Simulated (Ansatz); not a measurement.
Cost and result by functional for the surface energy, mean of two unlike faces, of the (111) surface of rock-salt TaN (a high-symmetry phase, unstable at 0 K and held by its symmetry) in its 1x1 cell (cut with top plane Ta, bottom plane N), outermost plane spacing 1.28 Å in the ideal cut, in Ansatz (plane waves, PAW). Single points on the PBE structure, on one kind of machine; costs are rough ratios of the slab run's core time (references not counted) to the cheapest single point. r2SCAN's cost holds its higher cutoff (500 against 420 eV). Differences are taken against r2SCAN for comparison alone: no measured value is at hand, so the table doesn't rank accuracy.

Set-up: 10 atoms, N5Ta5, 11.5 Å thick at the start; mesh 14x14x1; 0.1 eV smearing; dipole correction on; all atoms relaxed; held to the start's symmetry, so lower structures may exist; no spin, no spin-orbit, no U. These notes are the PBE run's.

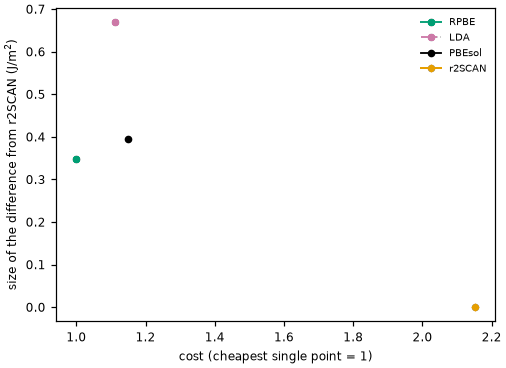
*Difference from r2SCAN against cost*

```json
[
 {"functional": "RPBE", "relative cost": "1", "surface energy, mean of two unlike faces, (J/m²)": "1.36", "less r2SCAN (J/m²)": "-0.35"},
 {"functional": "LDA", "relative cost": "1", "surface energy, mean of two unlike faces, (J/m²)": "2.38", "less r2SCAN (J/m²)": "0.67"},
 {"functional": "PBEsol", "relative cost": "1", "surface energy, mean of two unlike faces, (J/m²)": "2.10", "less r2SCAN (J/m²)": "0.40"},
 {"functional": "r2SCAN", "relative cost": "2", "surface energy, mean of two unlike faces, (J/m²)": "1.71", "less r2SCAN (J/m²)": "0.00"},
 {"functional": "PBE (the relaxed run's value)", "relative cost": "–", "surface energy, mean of two unlike faces, (J/m²)": "1.65", "less r2SCAN (J/m²)": "-0.05"}
]
```

The values span 1.02 J/m², while the single points' costs differ by a factor of roughly 2. Differences are of unrounded values.

Ansatz is a program for electronic structure.
